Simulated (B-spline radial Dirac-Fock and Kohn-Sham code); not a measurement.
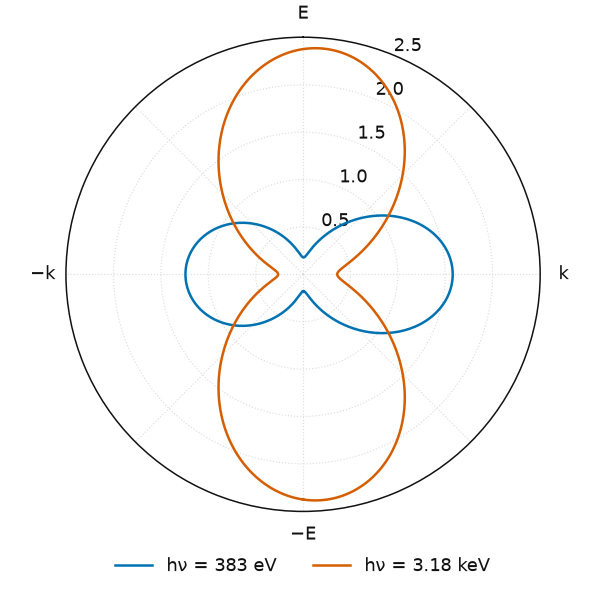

Fig. 1. Angular distribution of photoelectrons from N4 (4d3/2) in the plane of the polarisation E (up) and the photon direction k (right), relative to an isotropic one. The figure is for Hf²⁺. Level of theory: a Dirac–Hartree–Slater potential; 1 + βP₂(cos θ) + (δ + γ cos²θ) sin θ cos φ with E1 and E1–E2 terms; calculated with a radial B-spline solver. Open shells are averaged over j.

At 383 eV, β = −0.821, γ = −0.234 and δ = 0.169. At 3.18 keV, β = 1.377, γ = 0.305 and δ = 0.049. At 3.18 keV the emission 45° forward of E is 1.2 times that 45° backward, and the lobe peaks 5.0° from E towards k.
